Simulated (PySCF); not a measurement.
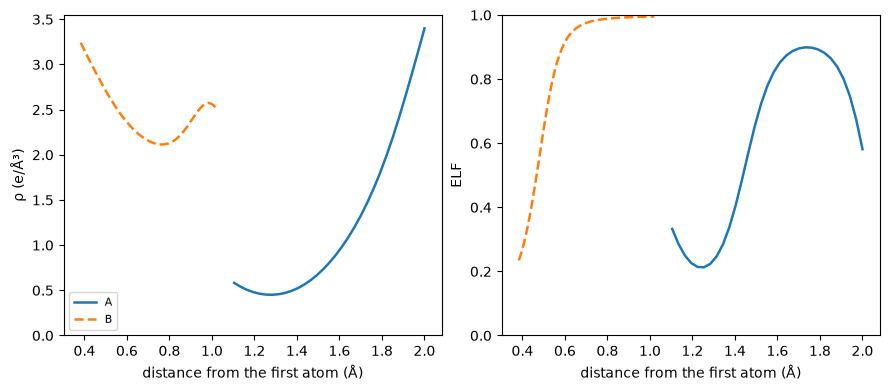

H8LaN4 (charge −1). Electron density and ELF along straight lines between neighbouring atoms. The curves leave out the atomic cores.

Core potentials replace the inner electrons of La.

All numbers below come from PySCF 2.14.0, RKS PBE0, La lcecp-1-SVP with ECP46, N def2-SVP, H def2-SVP; non-relativistic Hamiltonian with scalar-relativistic core potentials where named; density fitting.

Input file:

```
mol = gto.M(atom='''
La     0.00005    -0.00000     0.00000
N      1.43092     1.30364     1.39960
H      1.41651     1.48539     2.40424
H      2.29228     1.74150     1.06400
N     -1.43090    -1.39951     1.30366
H     -2.29232    -1.06373     1.74134
H     -1.41652    -2.40422     1.48553
N      1.43092    -1.30364    -1.39960
H      2.29228    -1.74150    -1.06400
H      1.41651    -1.48539    -2.40424
N     -1.43090     1.39951    -1.30366
H     -1.41652     2.40422    -1.48553
H     -2.29232     1.06373    -1.74134''',
    basis={'La': 'lcecp-1-SVP', 'N': 'def2-SVP', 'H': 'def2-SVP'},
    ecp={'La': 'lcecp-1-SVP'},
    charge=-1, spin=0)
mf = dft.RKS(mol, xc='PBE0')
mf.grids.atom_grid = (75, 302)  # f atoms: at least (60, 302), unpruned
mf = mf.density_fit()  # La AutoAux, N def2-universal-JKFIT, H def2-universal-JKFIT
mf.conv_tol = 1e-09; mf.max_cycle = 55
mf.kernel(dm0)
```

Command:

```sh
OMP_NUM_THREADS=2 python run.py
```

**Which curve belongs to which contact (La–N and N–H)? The first atom named is at distance zero.**

Curve A: La–N (2.39 Å): ρ at the midpoint is about 0.48 e/Å³; the ELF peaks at about 0.90 in the valence shell of N, 0.7 Å from its nucleus, and drops to about 0.20 between the two atoms: a largely ionic contact. Curve B: N–H (1.02 Å): ρ at the midpoint is about 2.7 e/Å³; the ELF climbs to about 1 towards the hydrogen, as it does in any bond to H.
